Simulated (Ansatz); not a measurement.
One crystal and one scan (scan of one atom of the cell) at two levels, PBE (plane waves to 420 eV, PAW, scalar-relativistic; Ansatz, an electronic-structure program) and PBEsol (plane waves to 420 eV, PAW, scalar-relativistic; Ansatz), each from its own relaxed cell and on its own mesh. The cell shown is that of PBE.

Starting cell, Co (hcp, Mg type):

```xyz
2
Lattice="2.4939 0.0000 0.0000 -1.2470 2.1598 0.0000 0.0000 0.0000 4.0317" Properties=species:S:1:pos:R:3 pbc="T T T"
Co     0.0000     1.4399     3.0238
Co     1.2470     0.7199     1.0079
```

Scan: atom 2 (Co, nearest neighbour Co at 2.477 Å; its periodic images, 2.5 Å or more away, move with it) is displaced along Cartesian [111], direction (0.577, 0.577, 0.577) in Cartesian axes, by s. The other atoms stay.

E stands for the smeared free energy. Co was relaxed with its symmetry unable to fall. Relaxed Co ends ferromagnetic. The PAW data are Ansatz's earlier set. Other magnetic orders were not checked, so this need not be the ground state. (PBE) On this mesh the relaxed cell isn't quite at rest: it carries a pressure of 0.2 GPa (compression positive) at the zero of the scan. (PBE) Relaxed Co ends ferromagnetic. (PBEsol) Relaxed Co ends ferromagnetic. With partly filled bands, energies and forces of such displacements shift with the k mesh and the smearing. Percentages come from the unrounded values.

| quantity | PBE | PBEsol | PBE − PBEsol |
|---|---|---|---|
| Lattice constant a (Å) | 2.494 | 2.457 | +0.037 (+1.5 %) |
| Lattice constant c (Å) | 4.032 | 3.968 | +0.064 (+1.6 %) |
| Relaxed volume (Å³/atom) | 10.86 | 10.37 | +0.49 (+4.7 %) |
| Magnetic moment of the relaxed cell (μB/cell) | 3.22 | 3.16 | +0.06 (+2.0 %) |
| Force constant k = d²E/ds² at s = 0 (finite differences) (eV/Å²) | 3.56 | 4.38 | -0.82 (-19 %) |

PBE gives the higher value for: lattice constant a; lattice constant c; relaxed volume; magnetic moment of the relaxed cell. PBE gives the lower value for: force constant k = d²E/ds² at s = 0. Both give the same shape of the curve: a single well with its minimum at or next to zero displacement. Neither level is exact: the differences show how much the result hangs on the functional.

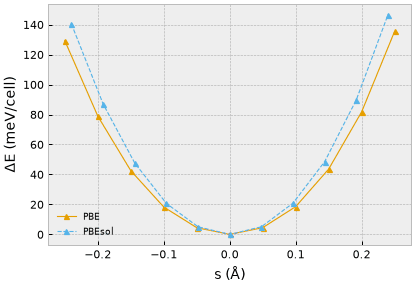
Figure: ΔE, each from the undisplaced structure of its own level.

(For displaced atoms, the force is minus the slope of the energy, and its curvature is a force constant, which sets phonon frequencies.)
